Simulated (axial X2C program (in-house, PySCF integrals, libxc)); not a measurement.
**TaS⁺: bond curves with and without spin–orbit coupling**

Aim: find the lowest determinant of TaS⁺, scan the bond at several levels and fit the constants, once spin-free and once with spin–orbit coupling.

Program: an in-house X2C program for linear molecules on PySCF integrals. Level of theory: all-electron X2C, Ta dyall-cv3z, S dyall-av3z. These are calculated values, not measurements.

## (1) The job

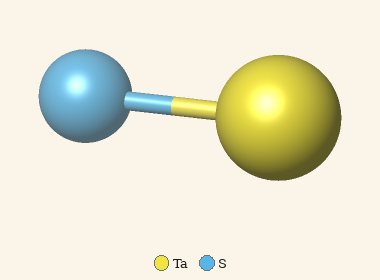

The two atoms at 2.200 Å (tantalum yellow, sulfur blue).

task.json

```json
{"zs": [73, 16], "q": 1, "bas": ["dyall-cv3z", "dyall-av3z"], "levels": ["PBE0", "HF", "TPSSh"], "cc": true, "r0": 2.2, "thr": -1.0, "nmax": 90, "npts": 10, "nst": 2, "ntry": 6}
```

Keys: zs atomic numbers; q charge; bas basis sets; levels methods (HF also brings MP2); cc coupled cluster on or off; r0 starting distance in Å; thr threshold in hartree for freezing inner shells (an s shell follows its p shell); nmax most natural virtual spinors; npts points asked for on the curve; nst determinants followed; ntry starts of the search.

The run is started by

```bash
> python so2c.py task.json out
```

Spin-free means the one-electron spin-free X2C Hamiltonian; two-component (2c) means X2C with spin–orbit coupling and atomic mean-field two-electron Coulomb and Gaunt terms. Basis: Ta dyall-cv3z contracted to [13s14p9d7f4g], S dyall-av3z contracted to [9s8p3d2f]; Gaussian nuclei, density fitting. Masses: Ta 180.948 u, S 31.972 u.

Notation: σ, π±, δ± give the projection m of an orbital's angular momentum (0, ±1, ±2), α and β its spin, Λ and M_S the sums; ω is the projection of a spinor's total angular momentum and Ω the sum. Logs are in hartree.

The results follow Hamiltonian by Hamiltonian and level by level.

## (2) State search with PBE0

PBE0 moves the distance from 2.200 Å to 2.081 Å and compares determinants there.

Spin-free determinants:

```tsv
ΔE (eV)	state	open shells
0.00	M_S = 1, Λ = 2	beyond closed shells: σα, δ+α
0.65	M_S = 0, Λ = 0	closed shell
0.78	M_S = 1, Λ = 0	beyond closed shells: δ+α, δ-α
0.83	M_S = 0, Λ = 2	beyond closed shells: σα, δ+β
1.79	M_S = 1, Λ = 1	beyond closed shells: σα, π+α
2.06	M_S = 1, Λ = 3	beyond closed shells: π+α, δ+α
2.14	M_S = 1, Λ = 1	beyond closed shells: π-α, δ+α
```

Two-component determinants:

```csv
ΔE (eV),state,open shells
0.00,Ω = 1,"excess of +ω over −ω: ω = -1/2, ω = 3/2"
0.47,Ω = 3,"excess of +ω over −ω: ω = 1/2, ω = 5/2"
0.81,Ω = 2,"excess of +ω over −ω: ω = 1/2, ω = 3/2"
0.88,Ω = 0,closed shell
1.01,Ω = 1,"excess of +ω over −ω: ω = -3/2, ω = 5/2"
1.31,Ω = 2,"excess of +ω over −ω: ω = -1/2, ω = 5/2"
1.45,Ω = 0,closed shell
```

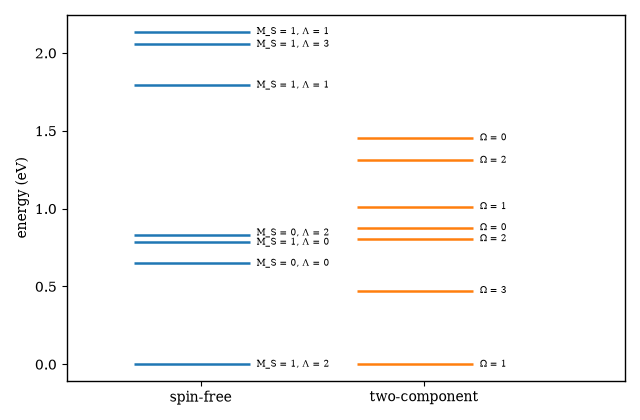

The determinants found, each set from its own lowest.

## (3) PBE0, spin-free

State followed: M_S = 1, Λ = 2 (beyond closed shells: σα, δ+α). The scan is laid around 2.081 Å, a first estimate of the minimum, and this SCF restarts from the orbitals of the search.

The SCF at the reference distance of 2.081 Å:

```text
spin-free X2C-1e  PBE0
basis functions 247  fitting functions 1222  grid points 5078
iter        total energy     max residual
   1     -16004.189358137     7.49e-06
   2     -16004.189358127     1.95e-05
   3     -16004.189358140     1.99e-06
   4     -16004.189358140     1.38e-06
converged
one-electron -22538.54527308  Coulomb 6583.41971218  exact exchange -85.12138795  xc functional -260.95297265  nuclear repulsion 297.01056336
```

Along the bond, energies from the lowest point:

| R (Å) | E (eV) | μ (D) | HOMO (eV) | LUMO (eV) | iterations |
| --- | --- | --- | --- | --- | --- |
| 1.810 | 1.8524 | -2.05 | -12.20 | -9.34 | 14 |
| 1.894 | 0.7648 | -2.36 | -12.32 | -9.45 | 13 |
| 1.956 | 0.2985 | -2.57 | -12.42 | -9.53 | 13 |
| 2.019 | 0.0602 | -2.76 | -12.52 | -9.62 | 13 |
| 2.081 | 0.0000 | -2.93 | -12.62 | -9.70 | 4 |
| 2.154 | 0.0978 | -3.09 | -12.72 | -9.79 | 15 |
| 2.227 | 0.3242 | -3.20 | -12.80 | -9.86 | 15 |
| 2.320 | 0.7306 | -3.22 | -12.85 | -9.91 | 15 |
| 2.435 | 1.3034 | -3.06 | -12.79 | -9.88 | 15 |
| 2.601 | 2.1380 | -2.58 | -12.51 | -9.72 | 20 |

Dipoles are positive if S is the positive end and refer to the centre of mass.

Outer orbitals at the reference distance:

| symmetry | occupied | ε (eV) | atomic character |
| --- | --- | --- | --- |
| σβ | yes | -24.85 | 66% S s, 13% Ta d, 9% Ta p |
| σα | yes | -24.52 | 65% S s, 14% Ta d, 9% Ta p |
| σα | yes | -14.94 | 61% S p, 24% Ta d, 5% Ta s |
| σβ | yes | -14.86 | 66% S p, 18% Ta d, 7% Ta s |
| π+α | yes | -14.22 | 50% S p, 40% Ta d, 3% Ta f |
| π+β | yes | -14.17 | 61% S p, 27% Ta d, 4% Ta f |
| π-β | yes | -14.17 | 61% S p, 27% Ta d, 4% Ta f |
| π-α | yes | -14.17 | 51% S p, 38% Ta d, 3% Ta f |
| σα | yes | -12.75 | 48% Ta s, 33% Ta d, 11% S p |
| δ+α | yes | -12.62 | 97% Ta d |
| δ-α | no | -9.70 | 97% Ta d |
| σβ | no | -8.90 | 51% Ta s, 27% Ta d, 9% S p |
| π+α | no | -8.57 | 49% Ta d, 23% S p, 19% Ta p |
| π-α | no | -8.48 | 50% Ta d, 22% S p, 18% Ta p |

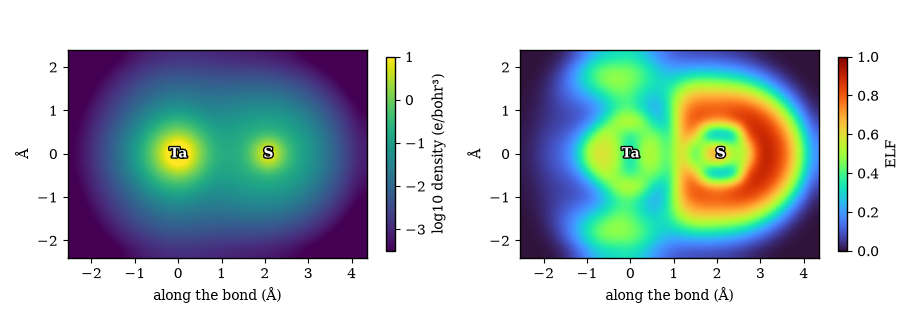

PBE0 fields in a plane through the axis, from a grid of 0.3 Å; Ta lies at z = 0 and S at z = 2.081 Å; the ELF is damped to zero where the density is low.

Re = 2.075 Å, ωe = 597 cm⁻¹, ωexe = 1.72 cm⁻¹, Be = 0.1441 cm⁻¹, De = 5.44 eV, μ = -2.91 D.

## (4) HF, spin-free

Output at 2.081 Å:

```text
spin-free X2C-1e  HF
basis functions 247  fitting functions 1222  grid points 5078
iter        total energy     max residual
   1     -15998.600549324     6.59e-01
   2     -15998.649947954     2.36e-02
   3     -15998.651832539     2.40e-02
   4     -15998.654912989     2.34e-03
   5     -15998.655442561     2.35e-03
   6     -15998.655815117     1.75e-03
   7     -15998.656318613     1.91e-03
   8     -15998.657180079     1.66e-03
   9     -15998.657955587     1.04e-03
  10     -15998.658180235     5.84e-04
  11     -15998.658253806     3.23e-04
  12     -15998.658267274     1.35e-04
  13     -15998.658270285     5.41e-05
  14     -15998.658270638     5.47e-05
  15     -15998.658271017     3.80e-05
  16     -15998.658271130     2.74e-05
  17     -15998.658271226     1.72e-05
  18     -15998.658271277     6.64e-06
  19     -15998.658271288     1.67e-06
  20     -15998.658271289     5.29e-07
converged
one-electron -22540.63057624  Coulomb 6585.73500355  exact exchange -340.77326196  xc functional 0.00000000  nuclear repulsion 297.01056336
```

Re = 2.132 Å, ωe = 421 cm⁻¹, ωexe = 1.95 cm⁻¹, Be = 0.1365 cm⁻¹, De = 2.18 eV, μ = -3.90 D. ⟨S²⟩ = 2.56 against 2.00 for a pure state, so this determinant mixes spins.

## (5) TPSSh, spin-free

The SCF at the reference distance of 2.081 Å:

```text
spin-free X2C-1e  TPSSh
basis functions 247  fitting functions 1222  grid points 5078
iter        total energy     max residual
   1     -16004.061617532     2.54e-01
   2     -16004.062387818     1.64e-02
   3     -16004.060275721     2.77e-02
   4     -16004.063483942     1.88e-03
   5     -16004.063602832     1.06e-03
   6     -16004.063648570     1.22e-04
   7     -16004.063649896     7.27e-05
   8     -16004.063650717     3.99e-05
   9     -16004.063650996     1.55e-05
  10     -16004.063651010     2.04e-06
  11     -16004.063651011     6.25e-07
converged
one-electron -22536.94068301  Coulomb 6581.76848641  exact exchange -34.04246424  xc functional -311.85955353  nuclear repulsion 297.01056336
```

Re = 2.083 Å, ωe = 586 cm⁻¹, ωexe = 1.53 cm⁻¹, Be = 0.1431 cm⁻¹, De = 5.68 eV, μ = -2.80 D.

## (6) MP2 and beyond, spin-free

Correlated methods: 10 electrons correlated (frozen shells, counted by type: Ta 5 s, 4 p, 2 d, 1 f; S 2 s, 1 p), 316 virtual spinors in MP2, 90 natural virtuals in coupled cluster.

Output of the correlated part at 2.081 Å:

```text
correlated 10  virtual 316  natural virtual 90  E(MP2) -0.253348239  MP2 remainder -0.007806554
iter   CCSD correlation   residual
   1     -0.246303198   1.66e-01
   2     -0.255860502   9.06e-02
   3     -0.261739940   4.59e-02
   4     -0.263605681   2.56e-02
   5     -0.264852379   1.29e-02
   6     -0.265037768   4.11e-03
   7     -0.265103607   1.29e-03
   8     -0.265121378   4.55e-04
   9     -0.265116286   2.14e-04
  10     -0.265120810   1.01e-04
  11     -0.265118674   5.03e-05
  12     -0.265119619   2.23e-05
  13     -0.265119363   1.00e-05
  14     -0.265119224   4.10e-06
  15     -0.265119139   1.99e-06
  16     -0.265119067   1.04e-06
  17     -0.265119028   4.99e-07
  18     -0.265119009   2.46e-07
(T) -0.018999181  T1 0.0800  D1 0.1407  max T2 0.070
```

T1 in the output is the amplitude norm over the root of the electron number; divide by √2 for the Lee–Taylor value.

MP2: No constants are quoted: the reference is strongly spin-contaminated.

CCSD: Re = 2.086 Å, ωe = 591 cm⁻¹, ωexe = 2.36 cm⁻¹, Be = 0.1425 cm⁻¹, De = 4.84 eV. T1 at Re = 0.058 (Lee–Taylor, the printed value over √2).

CCSD(T): Re = 2.084 Å, ωe = 613 cm⁻¹, ωexe = 3.14 cm⁻¹, Be = 0.1428 cm⁻¹, De = 5.21 eV. T1 at Re = 0.057 (Lee–Taylor, the printed value over √2).

## (7) A higher determinant, spin-free

State: M_S = 0, Λ = 0 (closed shell).

Output at the reference distance:

```text
spin-free X2C-1e  PBE0
basis functions 247  fitting functions 1222  grid points 5078
iter        total energy     max residual
   1     -16004.165519958     4.88e-06
   2     -16004.165519957     6.35e-06
converged
one-electron -22534.38527124  Coulomb 6579.14777208  exact exchange -85.08005523  xc functional -260.85852892  nuclear repulsion 297.01056336
```

| R (Å) | E above the lowest PBE0 point (eV) |
| --- | --- |
| 1.810 | 2.226 |
| 1.894 | 1.223 |
| 1.956 | 0.821 |
| 2.019 | 0.647 |
| 2.081 | 0.649 |
| 2.154 | 0.819 |
| 2.227 | 1.120 |
| 2.320 | 1.636 |
| 2.435 | 2.379 |

Re = 2.048 Å, ωe = 630 cm⁻¹, ωexe = 1.26 cm⁻¹, Be = 0.1479 cm⁻¹, μ = -1.89 D. Te = 0.63 eV.

## (8) The spin-free curves together

Energy (eV) of the followed determinant, spin-free, from each level's lowest point:

| R (Å) | PBE0 | HF | MP2 (spin-contaminated) | CCSD | CCSD(T) | TPSSh |
| --- | --- | --- | --- | --- | --- | --- |
| 1.810 | 1.852 | 2.138 | 1.820 | n/a | n/a | 1.918 |
| 1.894 | 0.765 | 0.966 | 0.663 | 0.890 | 0.925 | 0.813 |
| 1.956 | 0.298 | 0.445 | 0.186 | 0.369 | 0.385 | 0.332 |
| 2.019 | 0.060 | 0.151 | 0.000 | 0.090 | 0.092 | 0.077 |
| 2.081 | 0.000 | 0.021 | 0.070 | 0.000 | 0.000 | 0.000 |
| 2.154 | 0.098 | 0.000 | 0.379 | 0.070 | 0.081 | 0.078 |
| 2.227 | 0.324 | 0.060 | 0.766 | 0.269 | 0.290 | 0.287 |
| 2.320 | 0.731 | 0.215 | 1.217 | 0.637 | 0.670 | 0.679 |
| 2.435 | 1.303 | 0.495 | 1.709 | n/a | n/a | 1.247 |
| 2.601 | 2.138 | 1.017 | 2.407 | n/a | n/a | 2.086 |

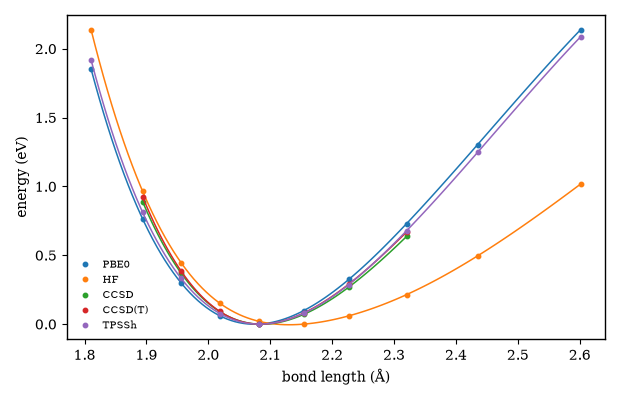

Curves of the followed state, spin-free, each from its own lowest point. Left out: MP2.

## (9) PBE0, 2c

State followed: Ω = 1 (excess of +ω over −ω: ω = -1/2, ω = 3/2). The scan is laid around 2.081 Å, a first estimate of the minimum, and this SCF restarts from the orbitals of the search.

Output at 2.081 Å:

```text
two-component X2C + atomic mean field  PBE0
basis functions 247  fitting functions 1222  grid points 5078
iter        total energy     max residual
   1     -16002.393415773     4.40e-06
   2     -16002.393415776     8.93e-06
   3     -16002.393415777     2.83e-06
converged
one-electron -22520.86376307  Coulomb 6580.85921103  exact exchange -85.09108407  xc functional -260.90071711  nuclear repulsion 297.01056336  atomic mean-field constant -13.40762591
```

Along the bond, energies from the lowest point:

| R (Å) | E (eV) | μ (D) | HOMO (eV) | LUMO (eV) | iterations |
| --- | --- | --- | --- | --- | --- |
| 1.810 | 1.8557 | -2.07 | -12.41 | -9.12 | 14 |
| 1.894 | 0.7684 | -2.38 | -12.54 | -9.22 | 13 |
| 1.956 | 0.3015 | -2.59 | -12.61 | -9.30 | 13 |
| 2.019 | 0.0620 | -2.78 | -12.67 | -9.38 | 13 |
| 2.081 | 0.0000 | -2.95 | -12.72 | -9.46 | 3 |
| 2.154 | 0.0948 | -3.11 | -12.77 | -9.54 | 15 |
| 2.227 | 0.3175 | -3.22 | -12.81 | -9.61 | 15 |
| 2.320 | 0.7182 | -3.25 | -12.82 | -9.65 | 16 |
| 2.435 | 1.2841 | -3.10 | -12.76 | -9.61 | 16 |
| 2.601 | 2.1090 | -2.65 | -12.41 | -9.47 | 19 |

Dipoles are positive if S is the positive end and refer to the centre of mass.

Outer spinors at the reference distance:

```tsv
ω	occupied	ε (eV)	atomic character	λ mixture
-7/2	yes	-35.22	100% Ta f	100% φ
-5/2	yes	-35.18	100% Ta f	84% δ, 16% φ
-3/2	yes	-35.16	100% Ta f	69% π, 31% δ
-1/2	yes	-35.12	100% Ta f	53% σ, 47% π
5/2	yes	-35.11	100% Ta f	88% δ, 12% φ
1/2	yes	-35.09	100% Ta f	62% σ, 38% π
7/2	yes	-35.09	100% Ta f	100% φ
3/2	yes	-35.08	100% Ta f	76% π, 24% δ
1/2	yes	-24.83	66% S s, 13% Ta d, 9% Ta p	100% σ
-1/2	yes	-24.49	65% S s, 14% Ta d, 9% Ta p	100% σ
-1/2	yes	-14.92	61% S p, 24% Ta d, 5% S s	99% σ, 1% π
1/2	yes	-14.85	66% S p, 19% Ta d, 6% Ta s	98% σ, 2% π
1/2	yes	-14.25	50% S p, 39% Ta d, 3% Ta f	98% π, 2% σ
-1/2	yes	-14.21	61% S p, 27% Ta d, 4% Ta f	99% π, 1% σ
3/2	yes	-14.12	60% S p, 28% Ta d, 4% Ta f	99% π, 1% δ
-3/2	yes	-14.09	52% S p, 38% Ta d, 3% Ta f	100% π
3/2	yes	-12.83	96% Ta d	98% δ, 2% π
-1/2	yes	-12.72	47% Ta s, 33% Ta d, 11% S p	99% σ, 1% π
-5/2	no	-9.46	96% Ta d	100% δ
1/2	no	-8.92	44% Ta s, 31% Ta d, 12% S p	89% σ, 11% π
1/2	no	-8.70	43% Ta d, 22% Ta p, 20% S p	87% π, 13% σ
-3/2	no	-8.44	62% Ta d, 17% S p, 12% Ta p	73% π, 27% δ
```

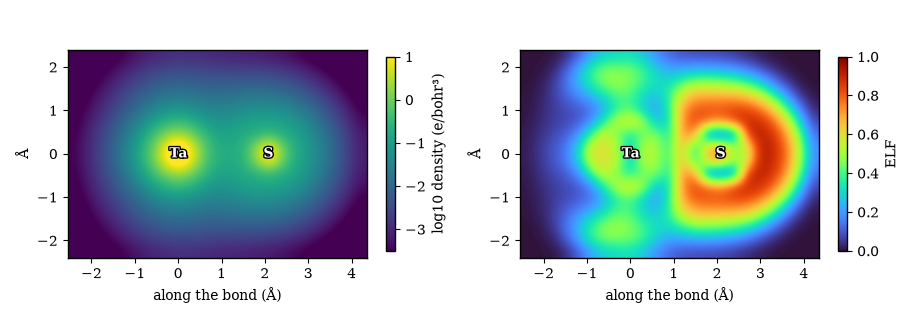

PBE0 fields in a plane through the axis, from a grid of 0.3 Å; Ta lies at z = 0 and S at z = 2.081 Å; the ELF is damped to zero where the density is low.

Re = 2.076 Å, ωe = 594 cm⁻¹, ωexe = 1.74 cm⁻¹, Be = 0.144 cm⁻¹, De = 5.45 eV, μ = -2.94 D.

## (10) HF, 2c

Output at 2.081 Å:

```text
two-component X2C + atomic mean field  HF
basis functions 247  fitting functions 1222  grid points 5078
iter        total energy     max residual
   1     -15996.765950889     6.55e-01
   2     -15996.815609713     2.34e-02
   3     -15996.817525633     2.40e-02
   4     -15996.820578372     2.39e-03
   5     -15996.821110505     2.27e-03
   6     -15996.821479376     1.71e-03
   7     -15996.821984675     1.86e-03
   8     -15996.822819409     1.63e-03
   9     -15996.823505434     9.69e-04
  10     -15996.823712264     5.91e-04
  11     -15996.823783771     3.07e-04
  12     -15996.823798924     1.33e-04
  13     -15996.823802667     5.97e-05
  14     -15996.823803657     5.61e-05
  15     -15996.823804384     4.12e-05
  16     -15996.823804571     2.73e-05
  17     -15996.823804725     1.50e-05
  18     -15996.823804771     7.56e-06
  19     -15996.823804781     3.09e-06
  20     -15996.823804783     2.43e-06
  21     -15996.823804784     1.95e-06
converged
one-electron -22522.94330911  Coulomb 6583.16755287  exact exchange -340.65098600  xc functional 0.00000000  nuclear repulsion 297.01056336  atomic mean-field constant -13.40762591
```

No constants are quoted: fits of two degrees disagree.

## (11) TPSSh, 2c

The SCF at the reference distance of 2.081 Å:

```text
two-component X2C + atomic mean field  TPSSh
basis functions 247  fitting functions 1222  grid points 5078
iter        total energy     max residual
   1     -16002.252721662     2.54e-01
   2     -16002.253510633     1.63e-02
   3     -16002.251418340     2.77e-02
   4     -16002.254614011     1.80e-03
   5     -16002.254718807     1.07e-03
   6     -16002.254765685     1.18e-04
   7     -16002.254766955     7.22e-05
   8     -16002.254767738     3.99e-05
   9     -16002.254768001     1.51e-05
  10     -16002.254768014     1.93e-06
  11     -16002.254768014     5.63e-07
converged
one-electron -22519.26110019  Coulomb 6579.20988984  exact exchange -34.03034531  xc functional -311.77614980  nuclear repulsion 297.01056336  atomic mean-field constant -13.40762591
```

Re = 2.083 Å, ωe = 584 cm⁻¹, ωexe = 1.55 cm⁻¹, Be = 0.1429 cm⁻¹, De = 5.77 eV, μ = -2.83 D.

## (12) MP2 and beyond, 2c

Correlated methods: 10 electrons correlated (frozen shells, counted by type: Ta 5 s, 4 p, 2 d, 1 f; S 2 s, 1 p), 316 virtual spinors in MP2, 90 natural virtuals in coupled cluster.

Output of the correlated part at 2.081 Å:

```text
correlated 10  virtual 316  natural virtual 90  E(MP2) -0.252787261  MP2 remainder -0.007864686
iter   CCSD correlation   residual
   1     -0.245925167   1.65e-01
   2     -0.255383317   8.95e-02
   3     -0.261163305   4.53e-02
   4     -0.262946515   2.51e-02
   5     -0.264145260   1.28e-02
   6     -0.264330891   4.13e-03
   7     -0.264394827   1.31e-03
   8     -0.264412832   4.67e-04
   9     -0.264407259   2.21e-04
  10     -0.264411607   1.07e-04
  11     -0.264409241   5.63e-05
  12     -0.264410214   2.81e-05
  13     -0.264409909   1.43e-05
  14     -0.264409738   7.23e-06
  15     -0.264409654   3.82e-06
  16     -0.264409578   1.95e-06
  17     -0.264409542   9.26e-07
  18     -0.264409531   4.55e-07
(T) -0.018826158  T1 0.0786  D1 0.1398  max T2 0.064
```

MP2: No constants are quoted: the reference is strongly spin-contaminated.

CCSD: Re = 2.087 Å, ωe = 588 cm⁻¹, ωexe = 2.17 cm⁻¹, Be = 0.1424 cm⁻¹, De = 4.74 eV. T1 at Re = 0.057 (Lee–Taylor, the printed value over √2).

CCSD(T): Re = 2.085 Å, ωe = 609 cm⁻¹, ωexe = 2.89 cm⁻¹, Be = 0.1427 cm⁻¹, De = 5.09 eV. T1 at Re = 0.056 (Lee–Taylor, the printed value over √2).

## (13) A higher determinant, 2c

State: Ω = 3 (excess of +ω over −ω: ω = 1/2, ω = 5/2).

Output at the reference distance:

```text
two-component X2C + atomic mean field  PBE0
basis functions 247  fitting functions 1222  grid points 5078
iter        total energy     max residual
   1     -16002.376002968     3.17e-06
   2     -16002.376002968     5.80e-06
converged
one-electron -22520.46036109  Coulomb 6580.46532401  exact exchange -85.08971453  xc functional -260.89418880  nuclear repulsion 297.01056336  atomic mean-field constant -13.40762591
```

| R (Å) | E above the lowest PBE0 point (eV) |
| --- | --- |
| 1.810 | 2.305 |
| 1.894 | 1.226 |
| 1.956 | 0.765 |
| 2.019 | 0.531 |
| 2.081 | 0.474 |
| 2.154 | 0.574 |
| 2.227 | 0.802 |
| 2.320 | 1.208 |
| 2.435 | 1.778 |

Re = 2.073 Å, ωe = 596 cm⁻¹, ωexe = 1.74 cm⁻¹, Be = 0.1443 cm⁻¹, μ = -2.86 D. Te = 0.47 eV.

## (14) The 2c curves together

Energy (eV) of the followed determinant, 2c, from each level's lowest point:

| R (Å) | PBE0 | HF | MP2 (spin-contaminated) | CCSD | CCSD(T) | TPSSh |
| --- | --- | --- | --- | --- | --- | --- |
| 1.810 | 1.856 | 2.144 | 1.825 | n/a | n/a | 1.921 |
| 1.894 | 0.768 | 0.972 | 0.669 | 0.891 | 0.925 | 0.816 |
| 1.956 | 0.302 | 0.450 | 0.191 | 0.370 | 0.384 | 0.334 |
| 2.019 | 0.062 | 0.156 | 0.000 | 0.091 | 0.093 | 0.079 |
| 2.081 | 0.000 | 0.025 | 0.063 | 0.000 | 0.000 | 0.000 |
| 2.154 | 0.095 | 0.000 | 0.374 | 0.068 | 0.078 | 0.076 |
| 2.227 | 0.318 | 0.052 | 0.758 | 0.264 | 0.286 | 0.281 |
| 2.320 | 0.718 | 0.192 | 1.191 | 0.628 | 0.662 | 0.668 |
| 2.435 | 1.284 | 0.456 | 1.661 | n/a | n/a | 1.229 |
| 2.601 | 2.109 | 0.956 | 2.338 | n/a | n/a | 2.061 |

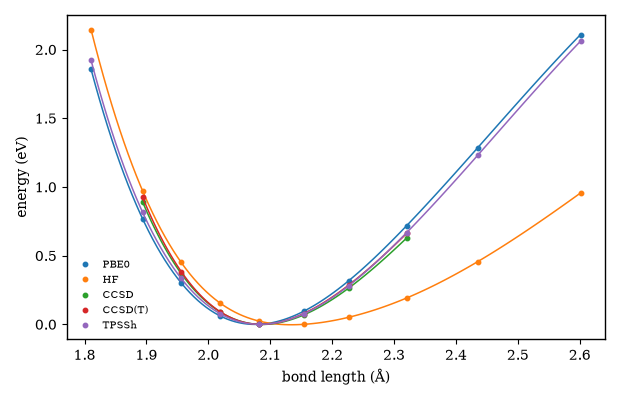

Curves of the followed state, 2c, each from its own lowest point. Left out: MP2.

Time for the job: 4.8 min (1 thread of Arm Neoverse V1, shared host); peak memory 0.74 GiB.

## (15) Constants

Lowest determinant that the search found at its distance, spin-free: M_S = 1, Λ = 2 (beyond closed shells: σα, δ+α).

Lowest determinant that the search found at its distance, 2c: Ω = 1 (excess of +ω over −ω: ω = -1/2, ω = 3/2).

```
Hamiltonian    level  Re (Å)  ωe (cm⁻¹)  De (eV)  μ (D)
  spin-free     PBE0   2.075        597     5.44  -2.91
  spin-free       HF   2.132        421     2.18  -3.90
  spin-free     CCSD   2.086        591     4.84    n/a
  spin-free  CCSD(T)   2.084        613     5.21    n/a
  spin-free    TPSSh   2.083        586     5.68  -2.80
         2c     PBE0   2.076        594     5.45  -2.94
         2c     CCSD   2.087        588     4.74    n/a
         2c  CCSD(T)   2.085        609     5.09    n/a
         2c    TPSSh   2.083        584     5.77  -2.83
```

Dipoles are positive if S is the positive end and refer to the centre of mass. No constants: spin-free MP2 (the reference is strongly spin-contaminated); 2c HF (fits of two degrees disagree); 2c MP2 (the reference is strongly spin-contaminated). Spin-free ⟨S²⟩ is off its pure value at HF 2.56.

Time per point (s) on 1 thread of Arm Neoverse V1, shared host (2c runs; CCSD comes with the CCSD(T) run); the times are rough: PBE0 1.5, CCSD(T) 6.4, TPSSh 2.2.

At CCSD(T), going from spin-free to two-component changes Re by +1 mÅ, ωe by -0.6 %, which is small (part of it comes from the scalar share of the two-electron terms). De moves by -0.11 eV; both De rest on single-determinant atoms, which can miss part of an open shell's spin–orbit lowering.

De refers to Ta+ + S, each in the lowest determinant found, which need not be this curve's own limit. The state is a single determinant with fixed occupations, the lowest that a limited PBE0 search found. De is counted from the lowest determinant-based energies of the atoms at the same level, without counterpoise correction. Density functionals use the spin component along the axis (collinear). Coupled cluster ran in a truncated set of natural virtual spinors; the MP2 energy of the rest was added. The meta-GGAs lack a current-density term, which matters for open shells with orbital currents, atoms included. With several unpaired electrons one determinant need not be a pure state. The spin-free determinant is spin-contaminated at some levels. With the outer-core shells frozen, correlated bond lengths of heavy atoms tend to come out a few hundredths of an ångström too long. T1 at Re is 0.058 (Lee–Taylor), above the customary mark of 0.02.
